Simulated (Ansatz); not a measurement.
# The perfect GaP wire along [110], 16 atoms a period, H-terminated, part 3 of 3

Wanted: the relaxed geometry and the bands of the GaP wire along [110], 16 atoms a period, H-terminated.

Ansatz 0.2.0; DFT PBE, plane waves, PAW; relaxation of a wire's period; PAW set soft_1 (the session's first sound run).

So far, band gap (eV): step 3 (the wire at its relaxed period, PBE) 0.952; step 4 (another level of theory, cutoff 500 eV, k-mesh 1×1×16, r2SCAN PBE) 1.17; step 5 (another level of theory, level HSE06, cutoff 420 eV, HSE06 PBE) 1.74; step 6 (two-component spinors, k-mesh 1×1×13, PBE spin-orbit) 0.953.

## Step 8: At a strained period, period over the relaxed period 1.1, k-mesh 1×1×14

This step: DFT PBE, plane waves, PAW; relaxation at a fixed period; PAW set soft_1 (Ansatz 0.2.0).

The period is set to 1.1 times the relaxed one and the atoms relax within it: strain changes bond lengths and angles, which shifts the bands against each other. Against the first PBE run of this kind, the mesh along the wire has 14 points against 21.

The cell differs from the one that the last finished run ended in (c 4.000 → 4.400 Å).

Contents of input.yaml:

```yaml
crystal:
  lattice:
    - [18.18, 0.0, 0.0]
    - [0.0, 17.172, 0.0]
    - [0.0, 0.0, 4.3995503974]
  atoms:
    - { symbol: P, position: [0.384423155, 0.385393764, 0.0] }
    - { symbol: H, position: [0.410367155, 0.192545764, 0.0] }
    - { symbol: Ga, position: [0.456606815, 0.269305336, 0.0] }
    - { symbol: Ga, position: [0.458444501, 0.500012984, 0.0] }
    - { symbol: P, position: [0.68357087, 0.395656618, 0.0] }
    - { symbol: H, position: [0.723896573, 0.324470281, 0.0] }
    - { symbol: Ga, position: [0.773776207, 0.500012984, 0.0] }
    - { symbol: H, position: [0.194021112, 0.500012984, 0.236475131] }
    - { symbol: H, position: [0.817963942, 0.500012984, 0.326427053] }
    - { symbol: P, position: [0.24626255, 0.500012984, 0.5] }
    - { symbol: H, position: [0.256022399, 0.306860579, 0.5] }
    - { symbol: H, position: [0.256022399, 0.693165389, 0.5] }
    - { symbol: Ga, position: [0.311134072, 0.376660072, 0.5] }
    - { symbol: Ga, position: [0.311134072, 0.623365896, 0.5] }
    - { symbol: P, position: [0.530529821, 0.279288445, 0.5] }
    - { symbol: P, position: [0.530529821, 0.720737523, 0.5] }
    - { symbol: P, position: [0.532971143, 0.500012984, 0.5] }
    - { symbol: H, position: [0.577175208, 0.212594061, 0.5] }
    - { symbol: H, position: [0.577175208, 0.787431907, 0.5] }
    - { symbol: Ga, position: [0.610577623, 0.388458236, 0.5] }
    - { symbol: Ga, position: [0.610577623, 0.611567732, 0.5] }
    - { symbol: H, position: [0.817963942, 0.500012984, 0.673572947] }
    - { symbol: H, position: [0.194021112, 0.500012984, 0.763524869] }
    - { symbol: P, position: [0.384423155, 0.614632204, 0.0] }
    - { symbol: H, position: [0.410367155, 0.807480204, 0.0] }
    - { symbol: Ga, position: [0.456606815, 0.730720632, 0.0] }
    - { symbol: P, position: [0.68357087, 0.60436935, 0.0] }
    - { symbol: H, position: [0.723896573, 0.675555687, 0.0] }
kpoints:
  mp_grid: { grid: [1, 1, 14] }
  band_path: { path: ["Γ", Z], npoints: 90 }
scf:
  occupations: { method: fermi_dirac, width: 0.05 }
hamiltonian:
  xc: pbe
  pseudopotentials: { kind: paw, azcp: { folder: soft_1 } }
relax:
  max_steps: 40
  f_tol: 0.02
output:
  stress: true
```

Launch:

```console
$ ansatz run input.yaml --threads 4 --pin off --max-ram 16384MiB --backend cpu --events-out ev --progress --plain --runs-dir out
```

Numbers of over 12 decimals in the logs are rounded to 6 here.

The log of the run:

```text
Warning: output.stress: scf.convergence.dr2_threshold = 1e-7 eV (the SCF's general default) is looser than the 2.8e-9 eV advised for a printed stress (1e-10 eV for each atom of the cell: 28). What an SCF threshold leaves in a stress goes as its square root, and in the free energy as the threshold itself, and one threshold admits the most on a small cell: [figures from the program's tests cut] Every solve of this run  [...]
[...]
Crystal: 28 atoms, lattice volume = 1373.482 Å³
Basis set: ecut = 420 eV, 26971 PW (Γ), exchange–correlation on 250×240×60 points (8 copies of the dense FFT grid, shifted against one another)
Bands: 106, of which v1, the nominal top of the filled ones, is band 78 counted from 1 (77 counted from 0)
Symmetry: 4 space group operations
[...]
k-points: 8 of 14
[...]
SCF iter   1: F=—  HF=-36506.650148 eV  |F-HF|=—  |Δ(HF+E_count)|=         —  Δρ=3.40e-2  dr2=1.61e1  ethr=3.10e-3  ⟨swp⟩=8.2  Hψ=4277  notcnv=0  defer=38
[...]
SCF iter   9: F=-36501.779937 eV  HF=-36501.779939 eV  |F-HF|=1.95e-6  |Δ(HF+E_count)|=   7.40e-6  Δρ=9.87e-6  dr2=3.85e-6  ethr=6.41e-9  ⟨swp⟩=5.0  Hψ=2534  notcnv=0
SCF 1 converged in 9 iterations: F = -36501.779937 eV  dr2 = 3.85e-6
[...]
relax step   1: F+E_penalty+E_count = -36501.77993728 eV  Δ(F+E_penalty+E_count) = +0.000e0 eV  max|allowed force component| = 1.175e0 eV/Å  Δτ_max = 0.0000 Å  (9 SCF iters, dr2 threshold 1.00e-5 eV, accepted)
[...]
SCF iter   6: F=-36502.209138 eV  HF=-36502.209158 eV  |F-HF|=2.03e-5  |Δ(HF+E_count)|=   2.24e-5  Δρ=3.56e-5  dr2=3.23e-5  ethr=5.53e-8  ⟨swp⟩=3.6  Hψ=3078  notcnv=0
SCF 2 converged in 6 iterations: F = -36502.209138 eV  dr2 = 3.23e-5
[...]
relax step   2: F+E_penalty+E_count = -36502.20913760 eV  Δ(F+E_penalty+E_count) = -4.292e-1 eV  max|allowed force component| = 8.696e-1 eV/Å  Δτ_max = 0.1927 Å  (6 SCF iters, dr2 threshold 8.62e-5 eV, accepted)
SCF iter   1: F=—  HF=-36502.267568 eV  |F-HF|=—  |Δ(HF+E_count)|=         —  Δρ=3.19e-3  dr2=8.49e-2  ethr=5.56e-4  ⟨swp⟩=4.8  Hψ=1794  notcnv=0  defer=162
[...]
SCF iter   5: F=-36502.251427 eV  HF=-36502.251440 eV  |F-HF|=1.28e-5  |Δ(HF+E_count)|=   4.83e-6  Δρ=3.03e-5  dr2=2.37e-5  ethr=3.03e-8  ⟨swp⟩=4.0  Hψ=3154  notcnv=0
SCF 3 converged in 5 iterations: F = -36502.251427 eV  dr2 = 2.37e-5
relax step   3: F+E_penalty+E_count = -36502.25142750 eV  Δ(F+E_penalty+E_count) = -4.229e-2 eV  max|allowed force component| = 1.537e-1 eV/Å  Δτ_max = 0.0883 Å  (5 SCF iters, dr2 threshold 4.73e-5 eV, accepted)
[...]
relax step   4: F+E_penalty+E_count = -36502.25614087 eV  Δ(F+E_penalty+E_count) = -4.713e-3 eV  max|allowed force component| = 1.767e-2 eV/Å  Δτ_max = 0.0335 Å  (6 SCF iters, dr2 threshold 1.48e-6 eV, accepted)
[...]
SCF iter   2: F=-36502.256141 eV  HF=-36502.256141 eV  |F-HF|=4.16e-9  |Δ(HF+E_count)|=   9.43e-6  Δρ=2.13e-6  dr2=9.14e-8  ethr=6.41e-11  ⟨swp⟩=4.0  Hψ=3421  notcnv=0
SCF 5 converged in 2 iterations: F = -36502.256141 eV  dr2 = 9.14e-8
relax step   5: F+E_penalty+E_count = -36502.25614105 eV  Δ(F+E_penalty+E_count) = -1.791e-7 eV  max|allowed force component| = 1.757e-2 eV/Å  Δτ_max = 0.0000 Å  (2 SCF iters, accepted)
[...]
the band table was solved once a step of the walk had ended and its energy, with any forces and stress, was formed, with the checks that follow a solve (5509 applications of the Hamiltonian). They found nothing against the state; the energy, forces and stress were not computed again (output.eigenvalues in the input reference)
[...]
SCF converged after 2 iterations
Free energy (F): -36502.256141 eV
[...]
Internal energy: -36502.256121 eV  (E = F + TS)
E sigma→0 (E₀):  -36502.256131 eV
Entropy (-TS):   -0.000020 eV (-0.001 meV/atom)
Fermi energy:    -1.442408 eV
[...]
--- Forces (eV/Å), atoms counted from 1 ---
  atom   1  P     -0.00666630     0.00209994     0.00000000
  atom   2  H      0.00143996     0.00498490     0.00000000
  atom   3  Ga    -0.00201411    -0.00453306     0.00000000
  atom   4  Ga     0.00993148     0.00000000     0.00000000
  atom   5  P      0.00435128    -0.00150665     0.00000000
  atom   6  H     -0.00370196    -0.00956242     0.00000000
  atom   7  Ga    -0.01757095     0.00000000     0.00000000
  atom   8  H     -0.00721647    -0.00000000     0.00065673
  atom   9  H      0.00390409     0.00000000     0.01016186
  atom  10  P      0.01101844     0.00000000     0.00000000
  atom  11  H     -0.00361266     0.00016276     0.00000000
  atom  12  H     -0.00361266    -0.00016276     0.00000000
  atom  13  Ga     0.01099229     0.00477708     0.00000000
  atom  14  Ga     0.01099229    -0.00477708     0.00000000
  atom  15  P      0.01089253     0.00053888     0.00000000
  atom  16  P      0.01089253    -0.00053888     0.00000000
  atom  17  P      0.00012599     0.00000000     0.00000000
  atom  18  H      0.00352615     0.00341534     0.00000000
  atom  19  H      0.00352615    -0.00341534     0.00000000
  atom  20  Ga    -0.01364940    -0.00348809     0.00000000
  atom  21  Ga    -0.01364940     0.00348809     0.00000000
  atom  22  H      0.00390409     0.00000000    -0.01016186
  atom  23  H     -0.00721647     0.00000000    -0.00065673
  atom  24  P     -0.00666630    -0.00209994     0.00000000
  atom  25  H      0.00143996    -0.00498490     0.00000000
  atom  26  Ga    -0.00201411     0.00453306     0.00000000
  atom  27  P      0.00435128     0.00150665     0.00000000
  atom  28  H     -0.00370196     0.00956242     0.00000000
  max |Σ_I F_I| component: 4.25e-6 eV/Å
--- Stress (GPa, compression-positive) ---
       -0.014689       0.000000       0.000000
        0.000000       0.002139       0.000000
        0.000000       0.000000      -2.622070
  P = ⅓ Tr σ = -0.8782 GPa (-8.782 kbar)
--- Band table (eV; the first three rows and the last of 8) ---
  k-point 0: bands = [... 74 lower, -3.0564, -2.7334, -2.7236, -1.9055, -0.9921, -0.8286, -0.6810, -0.5392, ... 24 higher]
  k-point 1: bands = [... 74 lower, -2.9695, -2.8175, -2.7293, -1.9905, -0.7732, -0.6074, -0.4628, -0.3297, ... 24 higher]
  k-point 2: bands = [... 74 lower, -3.0929, -2.8654, -2.7927, -2.1622, -0.2209, -0.0465, 0.0746, 0.1882, ... 24 higher]
  k-point 7: bands = [... 74 lower, -3.5385, -3.3079, -3.2994, -2.8665, 0.6407, 0.9715, 0.9733, 1.1231, ... 24 higher]
--- Relaxed structure (5 steps of the walk, 5 accepted, 0 SCFs on fresh bases) ---
  F+E_penalty+E_count = -36502.25614105 eV   max|allowed force component| = 1.757e-2 eV/Å
  atoms:
    - { symbol: P, position: [0.386931, 0.385200, 0] }
    - { symbol: H, position: [0.417121, 0.190974, 0] }
    - { symbol: Ga, position: [0.460102, 0.270017, 0] }
    - { symbol: Ga, position: [0.461055, 0.500012984, 0] }
    - { symbol: P, position: [0.673008, 0.395564, 0] }
    - { symbol: H, position: [0.715484, 0.325715, 0] }
    - { symbol: Ga, position: [0.763786, 0.500012984, 0] }
    - { symbol: H, position: [0.204152, 0.500012984, 0.257086] }
    - { symbol: H, position: [0.804684, 0.500012984, 0.308926] }
    - { symbol: P, position: [0.255701, 0.500012984, 0.5] }
    - { symbol: H, position: [0.266776, 0.305180, 0.5] }
    - { symbol: H, position: [0.266776, 0.694846, 0.5] }
    - { symbol: Ga, position: [0.320156, 0.376593, 0.5] }
    - { symbol: Ga, position: [0.320156, 0.623433, 0.5] }
    - { symbol: P, position: [0.526901, 0.279237, 0.5] }
    - { symbol: P, position: [0.526901, 0.720789, 0.5] }
    - { symbol: P, position: [0.528578, 0.500012984, 0.5] }
    - { symbol: H, position: [0.575262, 0.213835, 0.5] }
    - { symbol: H, position: [0.575262, 0.786190, 0.5] }
    - { symbol: Ga, position: [0.606879, 0.388843, 0.5] }
    - { symbol: Ga, position: [0.606879, 0.611183, 0.5] }
    - { symbol: H, position: [0.804684, 0.500012984, 0.691074] }
    - { symbol: H, position: [0.204152, 0.500012984, 0.742914] }
    - { symbol: P, position: [0.386931, 0.614826, 0] }
    - { symbol: H, position: [0.417121, 0.809052, 0] }
    - { symbol: Ga, position: [0.460102, 0.730009, 0] }
    - { symbol: P, position: [0.673008, 0.604462, 0] }
    - { symbol: H, position: [0.715484, 0.674311, 0] }
```

Run time: 7.2 min. Hardware: 4 threads of Arm Neoverse V1, shared host; peak memory 7.4 GiB.

Step by step:

```csv
step,energy less that of the first step (eV),largest force component (eV/Å)
1,0.0000,1.1745
2,-0.4292,0.8696
3,-0.4715,0.1537
4,-0.4762,0.0177
5,-0.4762,0.0176
```

The run keeps the 4 symmetry operations that it works with, so distortions that break them were not tested.

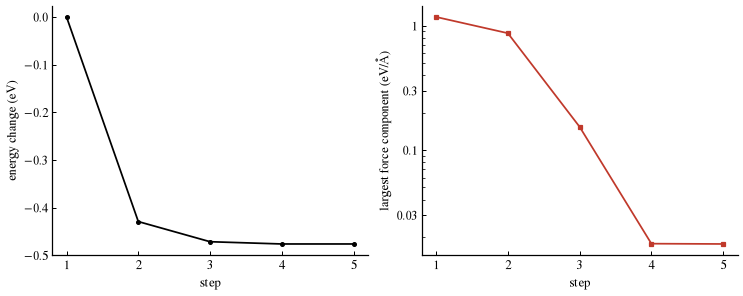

Energy and largest force along the relaxation.

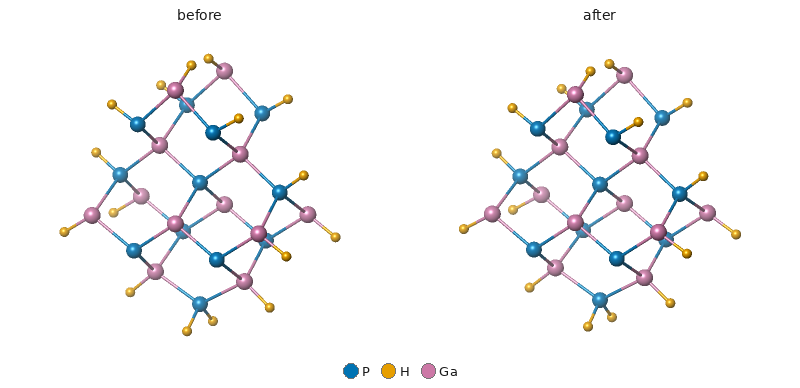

The structure before and after the relaxation, drawn at the same scale.

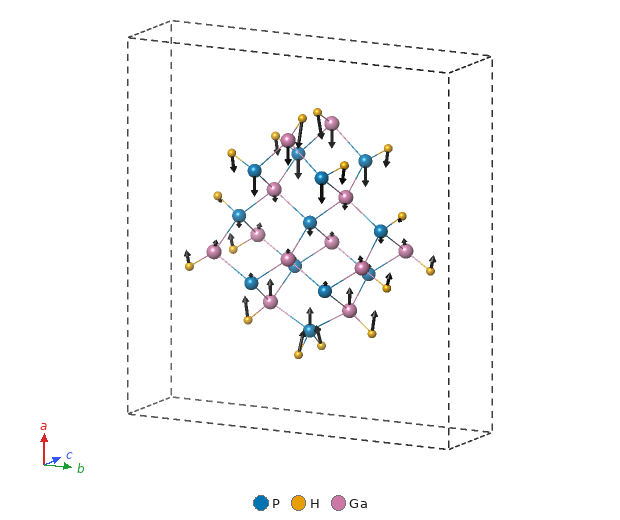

Displacements in the relaxation, exaggerated; the longest in the cell stands for 0.25 Å. Some periodic images of atoms are drawn too.

The atoms that moved most (Å):

| atom | dx | dy | dz | length |
| --- | --- | --- | --- | --- |
| H22 | -0.241 | 0.000 | 0.077 | 0.253 |
| H9 | -0.241 | 0.000 | -0.077 | 0.253 |
| H23 | 0.184 | 0.000 | -0.091 | 0.205 |
| H8 | 0.184 | 0.000 | 0.091 | 0.205 |
| H12 | 0.196 | 0.029 | 0.000 | 0.198 |
| H11 | 0.196 | -0.029 | 0.000 | 0.198 |
| P5 | -0.192 | -0.002 | 0.000 | 0.192 |
| P27 | -0.192 | 0.002 | 0.000 | 0.192 |

The relaxed structure:

```xyz
28
Lattice="18.1800 0.0000 0.0000 0.0000 17.1720 0.0000 0.0000 0.0000 4.3996" Properties=species:S:1:pos:R:3
P     7.0344    6.6147    0.0000
H     7.5833    3.2794    0.0000
Ga    8.3647    4.6367    0.0000
Ga    8.3820    8.5862    0.0000
P    12.2353    6.7926    0.0000
H    13.0075    5.5932    0.0000
Ga   13.8856    8.5862    0.0000
H     3.7115    8.5862    1.1311
H    14.6292    8.5862    1.3591
P     4.6486    8.5862    2.1998
H     4.8500    5.2406    2.1998
H     4.8500   11.9319    2.1998
Ga    5.8204    6.4668    2.1998
Ga    5.8204   10.7056    2.1998
P     9.5791    4.7951    2.1998
P     9.5791   12.3774    2.1998
P     9.6095    8.5862    2.1998
H    10.4583    3.6720    2.1998
H    10.4583   13.5005    2.1998
Ga   11.0331    6.6772    2.1998
Ga   11.0331   10.4952    2.1998
H    14.6292    8.5862    3.0404
H     3.7115    8.5862    3.2685
P     7.0344   10.5578    0.0000
H     7.5833   13.8930    0.0000
Ga    8.3647   12.5357    0.0000
P    12.2353   10.3798    0.0000
H    13.0075   11.5793    0.0000
```

Numbers from this step:

| Quantity | Value |
| --- | --- |
| band gap | 0.9134 eV |

The electronic bands at the labelled points (eV, zero at the Fermi level; v1 is the highest filled band, c1 the lowest empty one):

```csv
point,v4,v3,v2,v1,c1,c2,c3,c4
Γ,-1.61,-1.29,-1.28,-0.46,0.45,0.61,0.76,0.90
Z,-2.10,-1.87,-1.86,-1.42,2.08,2.41,2.42,2.57
```

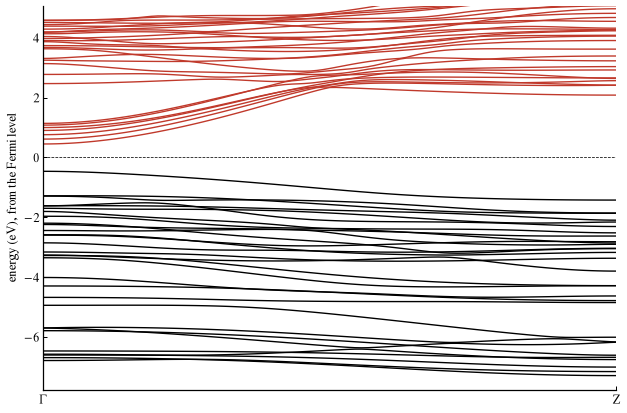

Electronic bands along the path; lines of filled and empty bands in two colours.

The gap is 0.913 eV, against 0.952 eV under PBE at the relaxed period.

## Step 9: At a strained period, period over the relaxed period 1.03, k-mesh 1×1×15

The period is set to 1.03 times the relaxed one and the atoms relax within it: strain changes bond lengths and angles, which shifts the bands against each other. Against the first PBE run of this kind, the mesh along the wire has 15 points against 21.

The cell differs from the one that the last finished run ended in (c 4.400 → 4.120 Å).

input.yaml, as its differences from that of step 8:

```diff
@@ -4,3 +4,3 @@
     - [0.0, 17.172, 0.0]
-    - [0.0, 0.0, 4.3995503974]
+    - [0.0, 0.0, 4.1195790085]
   atoms:
@@ -35,3 +35,3 @@
 kpoints:
-  mp_grid: { grid: [1, 1, 14] }
+  mp_grid: { grid: [1, 1, 15] }
   band_path: { path: ["Γ", Z], npoints: 90 }
```

The log of the run:

```text
[...]
Crystal: 28 atoms, lattice volume = 1286.079 Å³
Basis set: ecut = 420 eV, 25069 PW (Γ), exchange–correlation on 250×240×60 points (8 copies of the dense FFT grid, shifted against one another)
Bands: 106, of which v1, the nominal top of the filled ones, is band 78 counted from 1 (77 counted from 0)
Symmetry: 4 space group operations
[...]
- { symbol: Ga, position: [0.609558, 0.611364, 0.500000] }
    - { symbol: H, position: [0.813555, 0.500012984, 0.677529] }
    - { symbol: H, position: [0.197098, 0.500012984, 0.757272] }
    - { symbol: P, position: [0.385118, 0.614756, 0] }
    - { symbol: H, position: [0.412406, 0.807899, 0] }
    - { symbol: Ga, position: [0.457811, 0.730520, 0] }
    - { symbol: P, position: [0.680409, 0.604405, 0] }
    - { symbol: H, position: [0.721310, 0.675246, 0] }
[key lines of the parts left out:]
SCF converged after 6 iterations
Free energy (F): -36503.280296 eV
Fermi energy:    -0.694171 eV
P = ⅓ Tr σ = -0.3283 GPa (-3.283 kbar)
```

The job ended after 6.6 min (4 threads; peak memory 7 GiB; 26 min of CPU time).

The steps of the relaxation:

| step | energy less that of the first step (eV) | largest force component (eV/Å) |
| --- | --- | --- |
| 1 | 0.0000 | 0.4268 |
| 2 | -0.0480 | 0.2776 |
| 3 | -0.0513 | 0.0261 |
| 4 | -0.0515 | 0.0053 |

Forces are held to the 4 operations that the run works with; a distortion that breaks them can't arise in this run.

The atoms that moved most (Å):

```csv
atom,dx,dy,dz,length
H22,-0.080,0.000,0.016,0.082
H9,-0.080,0.000,-0.016,0.082
H8,0.056,0.000,0.026,0.062
H23,0.056,0.000,-0.026,0.062
P5,-0.057,-0.001,0.000,0.057
P27,-0.057,0.001,0.000,0.057
H11,0.056,-0.007,0.000,0.057
H12,0.056,0.007,0.000,0.057
```

The relaxed structure:

```xyz
28
Lattice="18.1800 0.0000 0.0000 0.0000 17.1720 0.0000 0.0000 0.0000 4.1196" Properties=species:S:1:pos:R:3
P     7.0014    6.6159    0.0000
H     7.4975    3.2992    0.0000
Ga    8.3230    4.6280    0.0000
Ga    8.3486    8.5862    0.0000
P    12.3698    6.7936    0.0000
H    13.1134    5.5771    0.0000
Ga   14.0145    8.5862    0.0000
H     3.5832    8.5862    0.9999
H    14.7904    8.5862    1.3284
P     4.5282    8.5862    2.0598
H     4.7107    5.2626    2.0598
H     4.7107   11.9099    2.0598
Ga    5.7062    6.4674    2.0598
Ga    5.7062   10.7050    2.0598
P     9.6273    4.7964    2.0598
P     9.6273   12.3760    2.0598
P     9.6647    8.5862    2.0598
H    10.4865    3.6591    2.0598
H    10.4865   13.5134    2.0598
Ga   11.0818    6.6741    2.0598
Ga   11.0818   10.4983    2.0598
H    14.7904    8.5862    2.7911
H     3.5832    8.5862    3.1196
P     7.0014   10.5566    0.0000
H     7.4975   13.8732    0.0000
Ga    8.3230   12.5445    0.0000
P    12.3698   10.3788    0.0000
H    13.1134   11.5953    0.0000
```

This step gave:

```yaml
band_gap: 0.9748 eV
```

Electronic bands along the path, in eV, zero at the Fermi level; v1 is the highest filled band, c1 the lowest empty one:

| point | v4 | v3 | v2 | v1 | c1 | c2 | c3 | c4 |
| --- | --- | --- | --- | --- | --- | --- | --- | --- |
| Γ | -1.97 | -1.93 | -1.92 | -0.49 | 0.49 | 0.67 | 0.75 | 0.95 |
| Z | -2.70 | -2.70 | -2.59 | -2.17 | 1.43 | 1.71 | 1.78 | 1.86 |

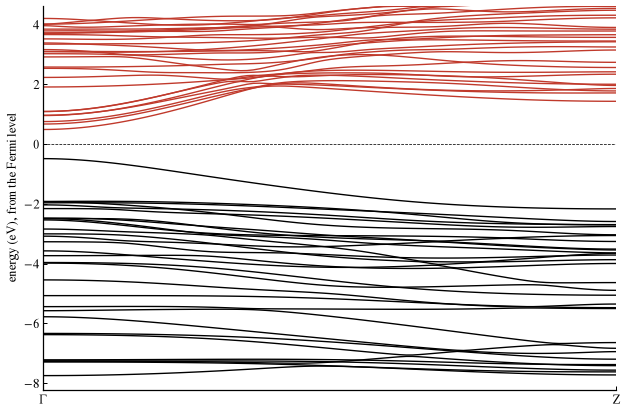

Electronic bands along the path; lines of filled and empty bands in two colours.

The gap is 0.975 eV, against 0.952 eV under PBE at the relaxed period.

## Step 10: What came out

| Quantity | Value |
| --- | --- |
| cell length, PBE | 4.000 Å |
| gap, PBE | 0.952 eV |
| gap, r2SCAN | 1.17 eV |
| gap, HSE06 | 1.74 eV |
| gap, with spin-orbit coupling | 0.953 eV |
| gap, period scaled by 1.1 | 0.913 eV |
| gap, period scaled by 1.03 | 0.975 eV |

Under PBE the cell's length is 4.00 Å, and a gap of 0.95 eV makes it a semiconductor. At the relaxed period the wire is gapped under every functional, from 0.95 eV (PBE) to 1.74 eV (HSE06). Weak screening in one dimension makes quasiparticle gaps larger than the semilocal gaps, as a rule. Plain hydrogen on a compound's surface is a simple closure: it may leave surface states, and facets that end in unlike atoms put a field across the wire, both of which shrink the gap. A hybrid's gap is read on a coarse mesh, without a band path.

[Logs are printed without paths, hosts, clocks, repeated set-up lines and the standing remarks that a program may print on its own settings, such as how far it seeks lower states.]

[Hosts, paths, dates, database ids (printed as entryN), source tags and the programs' standing remarks are cut or masked in the printed files.]
